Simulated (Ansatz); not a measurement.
# CH₅InO₂: a ladder of functionals and wavefunction methods, part 2 of 2

Ansatz 0.2.0, Gaussian basis; functionals in def2-TZVPP, the program's frozen cores in correlated methods. Earlier steps stand in the parts before.

## 17. ωB97M-V (range-separated)

The input, in.yaml:

```yaml
crystal:
  periodic: [false, false, false]
  atoms:
    - {symbol: O, position_ang: [0.932213, 1.390926, -0.422271]}
    - {symbol: C, position_ang: [0.052817, 1.139391, 0.641814]}
    - {symbol: In, position_ang: [-0.496954, -0.948973, 0.578436]}
    - {symbol: O, position_ang: [0.114427, -1.116949, -1.338526]}
    - {symbol: H, position_ang: [0.796306, 0.721106, -1.108901]}
    - {symbol: H, position_ang: [0.542105, 1.395570, 1.584556]}
    - {symbol: H, position_ang: [-0.863273, 1.742037, 0.572830]}
    - {symbol: H, position_ang: [-1.147453, -2.361577, 1.278095]}
    - {symbol: H, position_ang: [0.069811, -1.961530, -1.786033]}
basis:
  gaussian: {orbitals: def2-TZVPP}
hamiltonian: {xc: {name: wB97M-V}}
output: {forces: true, orbitals: {seedname: orbitals}}
```

Started as:

```console
> ansatz run in.yaml --threads 4 --pin off --events-out ev --progress --plain --max-ram 10444MiB
```

The program printed, cut to the lines that bear on the results:

```text
Functional definition: wB97M-V
  name "wB97M-V"
  cite "Mardirossian & Head-Gordon, J. Chem. Phys. 144, 214110 (2016) doi:10.1063/1.4952647"
  cite "Becke, J. Chem. Phys. 107, 8554 (1997) doi:10.1063/1.475007"
  cite "Vydrov & Van Voorhis, J. Chem. Phys. 133, 244103 (2010) doi:10.1063/1.3521275"
  # Of w^i u^j: cxij and so on, Table III.
[...]
  gx(w, u) = 1 - cx + cx01*u + cx10*w
[...]
Atom 5 at     0.542105     1.395570     1.584556 Å, force    -0.053935     0.001918    -0.094025 eV/Å
Atom 6 at    -0.863273     1.742037     0.572830 Å, force     0.112650    -0.025524     0.018195 eV/Å
Atom 7 at    -1.147453    -2.361577     1.278095 Å, force     0.046283     0.128084    -0.026272 eV/Å
Atom 8 at     0.069811    -1.961530    -1.786033 Å, force     0.004306     0.042745     0.004922 eV/Å
Dipole moment:    -0.371375    -0.437791     0.376302 e Å
```

Run time: 8 s. Hardware: 4 threads of Arm Neoverse V1, shared host; peak memory 0.66 GiB.

Atomisation energy: 696.8 kcal/mol (free atoms -10354.807 eV, run apart). HOMO -9.24 eV, LUMO 0.05 eV.

## 18. B2PLYP (double hybrid)

in.yaml, as its differences from that of step 17:

```diff
@@ -14,3 +14,2 @@
   gaussian: {orbitals: def2-TZVPP}
-hamiltonian: {xc: {name: wB97M-V}}
-output: {forces: true, orbitals: {seedname: orbitals}}
+hamiltonian: {xc: {name: B2PLYP}}
```

Launched as before.

The program printed, cut to the lines that bear on the results:

```text
Functional definition: B2PLYP
  name "B2PLYP"
  cite "Grimme, J. Chem. Phys. 124, 034108 (2006) doi:10.1063/1.2148954"
  cite "Becke, Phys. Rev. A 38, 3098 (1988) doi:10.1103/PhysRevA.38.3098"
  cite "Lee, Yang & Parr, Phys. Rev. B 37, 785 (1988) doi:10.1103/PhysRevB.37.785"
[...]
1470 factors; integrals over basis functions are off by at most 1.0e-3 eV
[...]
mean field -10370.38206794 eV, -381.1045116994 hartree, gradient 3.7e-6 eV, S^2 0.000000; 0 other end points of the search recorded, 0 dependent functions left out
7 core orbitals not correlated: weight in the atoms' cores, before any rotation towards them, 1.000 or more for the frozen orbitals, at most 0.000 for the correlated occupied ones
reference -10370.38224498 eV, -381.1045182053 hartree; 17, 17 occupied and 189, 189 virtual orbitals, 1470 factors
second order -31.52509826 eV of doubles, -0.00000000 eV of singles
Total energy: -10378.89402151 eV, -381.4173202233 hartree
```

Wall time 4.1 s (4 threads of Arm Neoverse V1, shared host); peak memory 0.53 GiB.

Atomisation energy: 684.3 kcal/mol (free atoms -10349.218 eV, run apart).

## 19. PBE-QIDH (double hybrid)

in.yaml, as its differences from that of step 18:

```diff
@@ -14,2 +14,2 @@
   gaussian: {orbitals: def2-TZVPP}
-hamiltonian: {xc: {name: B2PLYP}}
+hamiltonian: {xc: {name: PBE-QIDH}}
```

The command is unchanged.

The program printed, cut to the lines that bear on the results:

```text
Functional definition: PBE-QIDH
  name "PBE-QIDH"
  cite "Brémond, Sancho-García, Pérez-Jiménez & Adamo, J. Chem. Phys. 141, 031101 (2014) doi:10.1063/1.4890314"
  cite "Perdew, Burke & Ernzerhof, Phys. Rev. Lett. 77, 3865 (1996) doi:10.1103/PhysRevLett.77.3865"
[...]
1470 factors; integrals over basis functions are off by at most 1.0e-3 eV
[...]
mean field -10366.61378554 eV, -380.9660298754 hartree, gradient 6.2e-6 eV, S^2 0.000000; 0 other end points of the search recorded, 0 dependent functions left out
7 core orbitals not correlated: weight in the atoms' cores, before any rotation towards them, 1.000 or more for the frozen orbitals, at most 0.000 for the correlated occupied ones
reference -10366.61380058 eV, -380.9660304281 hartree; 17, 17 occupied and 189, 189 virtual orbitals, 1470 factors
second order -29.26274779 eV of doubles, -0.00000000 eV of singles
Total energy: -10376.36804984 eV, -381.3244924768 hartree
```

Wall time 4.2 s (4 threads of Arm Neoverse V1, shared host); peak memory 0.53 GiB.

Atomisation energy: 684.5 kcal/mol (free atoms -10346.686 eV, run apart).

## 20. Orbital energies across the functionals

Dipoles come from the runs that computed forces. Levels, from each run's orbital file:

| functional | HOMO (eV) | LUMO (eV) | gap (eV) | dipole (D) |
| --- | --- | --- | --- | --- |
| LDA (SPW92) | -5.85 | -2.31 | 3.54 |  |
| PBE-D4 | -5.68 | -2.05 | 3.64 | 2.75 |
| revPBE-D4 | -5.62 | -1.93 | 3.69 |  |
| BLYP-D4 | -5.60 | -2.04 | 3.57 |  |
| r2SCAN-D4 | -5.95 | -1.78 | 4.17 | 2.92 |
| B97M-V | -6.02 | -2.06 | 3.96 |  |
| PBE0-D4 | -7.02 | -1.36 | 5.67 |  |
| B3LYP-D4 | -6.83 | -1.65 | 5.18 | 3.09 |
| r2SCANh-D4 | -6.46 | -1.54 | 4.91 |  |
| r2SCAN0-D4 | -7.20 | -1.20 | 6.01 |  |
| HSE06-D4 | -6.63 | -1.71 | 4.91 |  |
| BHLYP-D4 | -8.23 | -0.78 | 7.45 |  |
| CAM-B3LYP-D4 | -8.38 | -0.61 | 7.77 |  |
| LC-ωPBE | -9.65 | 0.49 | 10.13 |  |
| ωB97X-V | -9.32 | 0.36 | 9.69 |  |
| ωB97M-V | -9.24 | 0.05 | 9.29 | 3.30 |

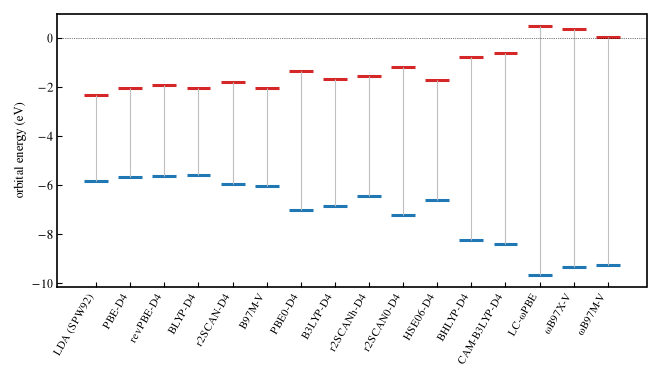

Highest occupied (blue) and lowest empty (red) level by functional.

## 21. CCSD(T) in def2-SVP

in.yaml, as its differences from that of step 19:

```diff
@@ -13,3 +13,3 @@
 basis:
-  gaussian: {orbitals: def2-TZVPP}
-hamiltonian: {xc: {name: PBE-QIDH}}
+  gaussian: {orbitals: def2-SVP}
+correlation: {method: ccsd_t}
```

Launched as before.

The program printed, cut to the lines that bear on the results:

```text
Functional definition: HF
  name "HF"
  cite "Fock, Z. Phys. 61, 126 (1930) doi:10.1007/BF01340294"
  parent pbe
[...]
1003 factors; integrals over basis functions are off by at most 1.2e-3 eV
[...]
mean field -10327.35636216 eV, -379.5233461760 hartree, gradient 1.9e-6 eV, S^2 0.000000; 0 other end points of the search recorded, 0 dependent functions left out
7 core orbitals not correlated: weight in the atoms' cores, before any rotation towards them, 1.000 or more for the frozen orbitals, at most 0.000 for the correlated occupied ones
reference -10327.35636216 eV, -379.5233461760 hartree; 17, 17 occupied and 69, 69 virtual orbitals, 1003 factors
second order -16.71525086 eV of doubles, -0.00000000 eV of singles
cycle   1  -17.03333932 eV  change   -3.2e-1 eV  update   1.1e-1
[...]
cycle  10  -17.60788803 eV  change   -2.8e-5 eV  update   2.2e-5
perturbative correction -0.46084409 eV, -0.0169357078 hartree
Total energy: -10345.42509428 eV, -380.1873598337 hartree
```

Run time: 4.3 s. Hardware: 4 threads of Arm Neoverse V1, shared host; peak memory 0.42 GiB.

## 22. CCSD(T) in def2-TZVPP

in.yaml, as its differences from that of step 21:

```diff
@@ -13,3 +13,4 @@
 basis:
-  gaussian: {orbitals: def2-SVP}
+  gaussian: {orbitals: def2-TZVPP}
 correlation: {method: ccsd_t}
+output: {orbitals: {seedname: orbitals}}
```

Same command.

The program printed, cut to the lines that bear on the results:

```text
Functional definition: HF
  name "HF"
  cite "Fock, Z. Phys. 61, 126 (1930) doi:10.1007/BF01340294"
  parent pbe
[...]
1470 factors; integrals over basis functions are off by at most 1.0e-3 eV
[...]
mean field -10334.11095510 eV, -379.7715728878 hartree, gradient 3.7e-6 eV, S^2 0.000000; 0 other end points of the search recorded, 0 dependent functions left out
7 core orbitals not correlated: weight in the atoms' cores, before any rotation towards them, 1.000 or more for the frozen orbitals, at most 0.000 for the correlated occupied ones
reference -10334.11095510 eV, -379.7715728878 hartree; 17, 17 occupied and 189, 189 virtual orbitals, 1470 factors
second order -26.13004352 eV of doubles, -0.00000000 eV of singles
cycle   1  -25.67023505 eV  change    4.6e-1 eV  update   1.2e-1
[...]
cycle  11  -26.42250728 eV  change    3.8e-5 eV  update   1.1e-5
perturbative correction -0.94360028 eV, -0.0346766708 hartree
Total energy: -10361.47706266 eV, -380.7772587915 hartree
```

It took 1.8 min on 4 threads of Arm Neoverse V1, shared host; peak memory 3.5 GiB.

## 23. MP2 in def2-QZVPP

in.yaml, as its differences from that of step 22:

```diff
@@ -13,4 +13,3 @@
 basis:
-  gaussian: {orbitals: def2-TZVPP}
-correlation: {method: ccsd_t}
-output: {orbitals: {seedname: orbitals}}
+  gaussian: {orbitals: "def2-QZVPP.json"}
+correlation: {method: mp2}
```

Launched as before.

The program printed, cut to the lines that bear on the results:

```text
Functional definition: HF
  name "HF"
  cite "Fock, Z. Phys. 61, 126 (1930) doi:10.1007/BF01340294"
  parent pbe
[...]
2484 factors; integrals over basis functions are off by at most 1.0e-3 eV
[...]
mean field -10334.41134219 eV, -379.7826119098 hartree, gradient 4.3e-6 eV, S^2 0.000000; 0 other end points of the search recorded, 0 dependent functions left out
7 core orbitals not correlated: weight in the atoms' cores, before any rotation towards them, 1.000 or more for the frozen orbitals, at most 0.000 for the correlated occupied ones
reference -10334.41134219 eV, -379.7826119098 hartree; 17, 17 occupied and 379, 379 virtual orbitals, 2484 factors
second order -32.67183126 eV of doubles, -0.00000000 eV of singles
Total energy: -10367.08317345 eV, -380.9832795629 hartree
```

Run time: 14 s. Hardware: 4 threads of Arm Neoverse V1, shared host; peak memory 2 GiB.

Energy pieces by basis (eV):

| basis | HF | MP2 correlation | CCSD correlation | (T) | total |
| --- | --- | --- | --- | --- | --- |
| def2-SVP | -10327.3564 | -16.7153 | -17.6079 | -0.4608 | -10345.4251 |
| def2-TZVPP | -10334.1110 | -26.1300 | -26.4225 | -0.9436 | -10361.4771 |
| def2-QZVPP | -10334.4113 | -32.6718 |  |  | -10367.0832 (MP2) |

The report of the def2-TZVPP run gives T1 = 0.0151.

## 24. Extrapolating to the complete basis

This step is arithmetic on the last runs, with X = 3 and 4: exp(−7.88√X) for Hartree-Fock, X^−2.97 for correlation; only MP2 was run in the larger set, so CCSD(T) minus MP2 is added from the smaller one.

| level | energy at the limit (eV) |
| --- | --- |
| HF | -10334.4527 |
| MP2 | -10371.9703 |
| CCSD | -10372.2628 |
| CCSD(T) | -10373.2064 |

This is no true limit for total energies: MP2 correlation changes by a factor of 1.25 from triple to quadruple zeta (about 1.07 in light molecules), because outer-core shells are correlated in sets not made for them. Much of that cancels between molecule and atoms or ions.

## 25. RPA on PBE orbitals

in.yaml, as its differences from that of step 23:

```diff
@@ -13,3 +13,4 @@
 basis:
-  gaussian: {orbitals: "def2-QZVPP.json"}
-correlation: {method: mp2}
+  gaussian: {orbitals: def2-TZVPP}
+hamiltonian: {xc: pbe}
+correlation: {method: rpa}
```

Same command.

The program printed, cut to the lines that bear on the results:

```text
Functional definition: PBE
  name "PBE"
  cite "Perdew, Burke & Ernzerhof, Phys. Rev. Lett. 77, 3865 (1996) doi:10.1103/PhysRevLett.77.3865"
  parent pbe
[...]
1470 factors; integrals over basis functions are off by at most 1.0e-3 eV
[...]
mean field -10382.65394690 eV, -381.5554949331 hartree, gradient 1.6e-6 eV, S^2 0.000000; 2 other end points of the search recorded, 0 dependent functions left out
7 core orbitals not correlated: weight in the atoms' cores, before any rotation towards them, 1.000 or more for the frozen orbitals, at most 0.000 for the correlated occupied ones
reference -10332.45033143 eV, -379.7105460937 hartree; 17, 17 occupied and 189, 189 virtual orbitals, 1470 factors
Total energy: -10372.16616507 eV, -381.1700760595 hartree
```

Wall time 6 s (4 threads of Arm Neoverse V1, shared host); peak memory 0.53 GiB.

RPA correlation: -39.716 eV. No RPA run of the hydrogen atom was made, so RPA has no atomisation energy below.

## 26. All levels against the reference

Free atoms (2 O, 1 C, 1 In, 5 H) were run apart at each level; the atomisation energy is their sum less the molecule, without zero-point or spin-orbit terms.

Differences are taken before rounding.

| method | rung | atomisation energy (kcal/mol) | from CCSD(T)/CBS (kcal/mol) | time |
| --- | --- | --- | --- | --- |
| LDA (SPW92) | LDA | 815.5 | +114.8 | 1 s |
| PBE-D4 | GGA | 709.3 | +8.6 | 2 s |
| revPBE-D4 | GGA | 686.9 | -13.9 | 1.6 s |
| BLYP-D4 | GGA | 693.2 | -7.5 | 1.8 s |
| r2SCAN-D4 | meta-GGA | 696.5 | -4.3 | 3.9 s |
| B97M-V | meta-GGA | 693.9 | -6.8 | 7 s |
| PBE0-D4 | hybrid | 689.2 | -11.6 | 2.1 s |
| B3LYP-D4 | hybrid | 689.7 | -11.0 | 3.4 s |
| r2SCANh-D4 | hybrid | 689.2 | -11.6 | 3.9 s |
| r2SCAN0-D4 | hybrid | 678.8 | -21.9 | 3.7 s |
| HSE06-D4 | hybrid | 689.7 | -11.0 | 2.4 s |
| BHLYP-D4 | hybrid | 660.7 | -40.0 | 2.3 s |
| CAM-B3LYP-D4 | range-separated | 696.5 | -4.2 | 2.6 s |
| LC-ωPBE | range-separated | 693.9 | -6.8 | 1.9 s |
| ωB97X-V | range-separated | 696.9 | -3.9 | 6 s |
| ωB97M-V | range-separated | 696.8 | -3.9 | 8 s |
| B2PLYP | double hybrid | 684.3 | -16.4 | 4.1 s |
| PBE-QIDH | double hybrid | 684.5 | -16.3 | 4.2 s |
| HF/def2-TZVPP | wavefunction | 463.6 | -237.2 |  |
| MP2/def2-TZVPP | wavefunction | 691.0 | -9.8 |  |
| CCSD/def2-TZVPP | wavefunction | 665.6 | -35.2 |  |
| CCSD(T)/def2-SVP | wavefunction | 645.1 | -55.6 | 4.3 s |
| CCSD(T)/def2-TZVPP | wavefunction | 678.6 | -22.2 | 1.8 min |
| MP2/CBS | wavefunction | 713.1 | +12.4 |  |
| CCSD(T)/CBS | wavefunction | 700.8 | 0 | 2 min |

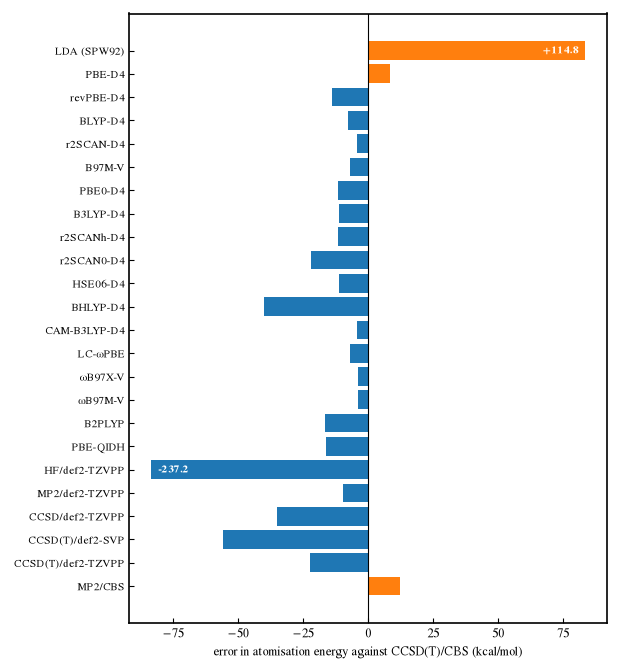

How far each level lands from CCSD(T)/CBS. Bars with a number in them are cut short.

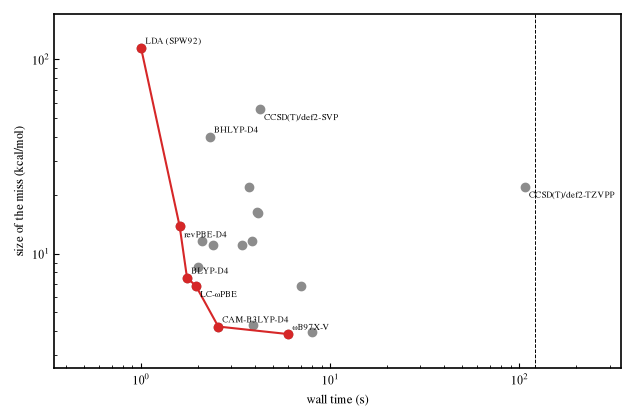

Miss against cost. Red marks the levels that no quicker level drawn beats (of those quicker than the yardstick), and the dashed line is the time of CCSD(T)/CBS. Only those levels and the largest misses are named. Times are from a shared host.

LDA (SPW92), LC-ωPBE, B2PLYP, PBE-QIDH carry no dispersion term (for B3LYP, D4 adds 5.7 kcal/mol).

Times are those of the molecule's run; HF, MP2 and CCSD come out of the CCSD(T) runs, and the limit's time is the sum of the runs that it needs.

## 27. Outcome

What follows sums up all 2 parts.

| quantity | value |
| --- | --- |
| atomisation energy, CCSD(T)/CBS | 700.8 kcal/mol |
| functionals within 7.0 kcal/mol (1.0 %) | r2SCAN-D4, B97M-V, CAM-B3LYP-D4, LC-ωPBE, ωB97X-V, ωB97M-V |
| farthest beyond LDA | BHLYP-D4 (-40.0 kcal/mol) |
| mean size of error, GGA | 10.0 kcal/mol |
| mean size of error, meta-GGA | 5.6 kcal/mol |
| mean size of error, hybrid | 17.9 kcal/mol |
| mean size of error, range-separated | 4.7 kcal/mol |
| mean size of error, double hybrid | 16.3 kcal/mol |
| gap, smallest and largest | 3.54 eV (LDA (SPW92)), 10.13 eV (LC-ωPBE) |
| T1 diagnostic | 0.0151 |
| triples share of the correlation energy | 3.4 % |

In words: LDA overbinds by 114.8 kcal/mol (16 %). PBE-D4 is off by +8.6 kcal/mol. Double hybrids carry the basis error of their MP2 part in triple zeta, and no dispersion term here, so their miss is partly the set-up's. The rungs range-separated, meta-GGA miss on average by less than the doubt on the reference (7.0 kcal/mol), so they tie. Misses under about 7.0 kcal/mol are within the doubt on the reference itself, which lacks core-valence correlation, spin-orbit coupling and higher excitations, and its outer-core shells are covered unevenly. All levels share the lack of spin-orbit coupling, which lowers the free heavy atoms and so the true binding. Hartree-Fock recovers 66 % of the binding; the rest is correlation. CCSD(T) in def2-SVP is off by -55.6 kcal/mol, which most functionals beat. The gap grows from 3.5 to 10.1 eV across the functionals, mostly with the share of exact exchange. Correlated methods include outer-core shells of In, which these sets cover unevenly.

ωB97X-V reaches 3.9 kcal/mol from the reference in 6 s, where CCSD(T)/CBS took 2 min; the quickest level in the cost chart, LDA (SPW92), takes 1 s and misses by 114.8 kcal/mol.
